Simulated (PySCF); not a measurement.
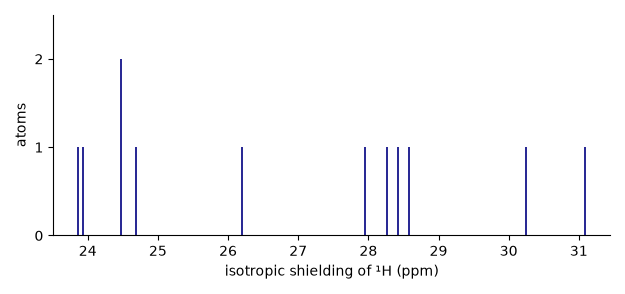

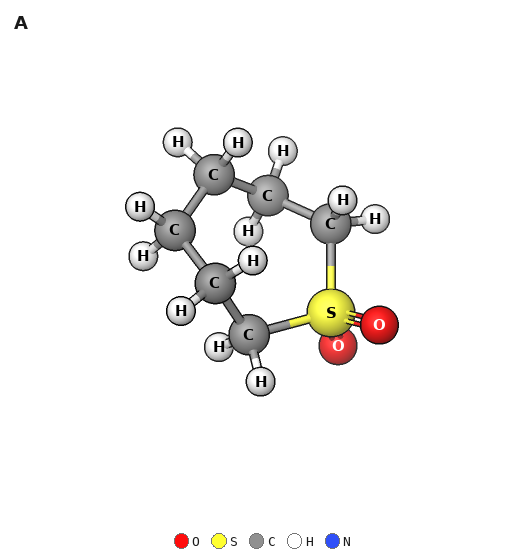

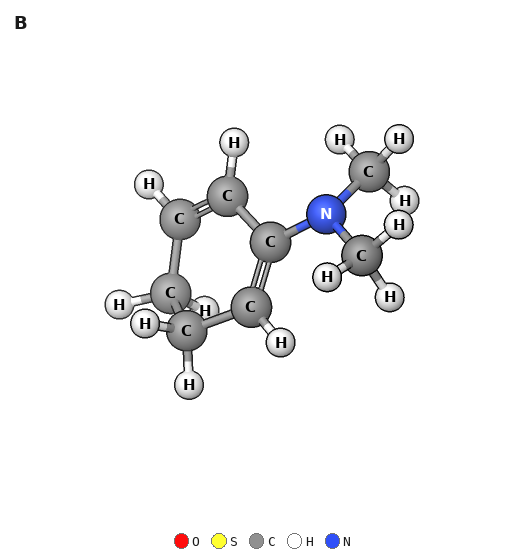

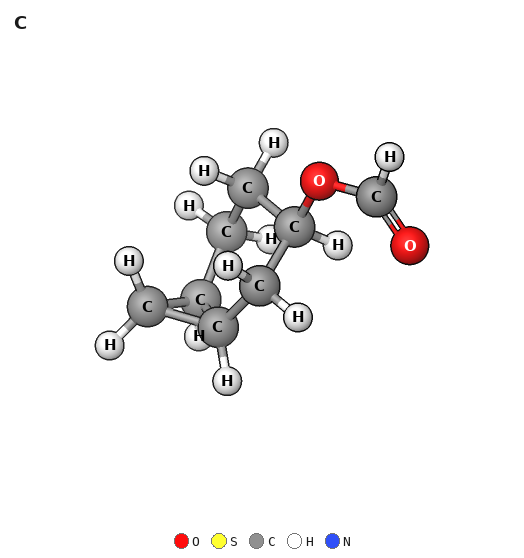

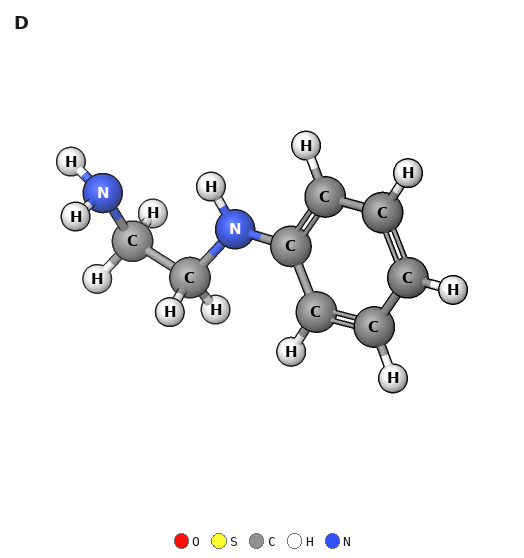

The sticks are computed shieldings of one of the molecules, for one fixed geometry (PBE0-D3(BJ)/def2-SVP) without averaging over rotations. Low shielding means a high chemical shift. Method: GIAO PBE0/pcSseg-1 NMR shielding, non-relativistic, IEF-PCM chloroform (PySCF 2.14.0).

**Which molecule gives this pattern?**

D, `NCCNc1ccccc1`. Its 12 H atoms give lines at 23.87, 23.94, 24.48 (2 atoms), 24.69, 26.19, 27.95, 28.27, 28.43, 28.59, 30.24, 31.08 ppm.
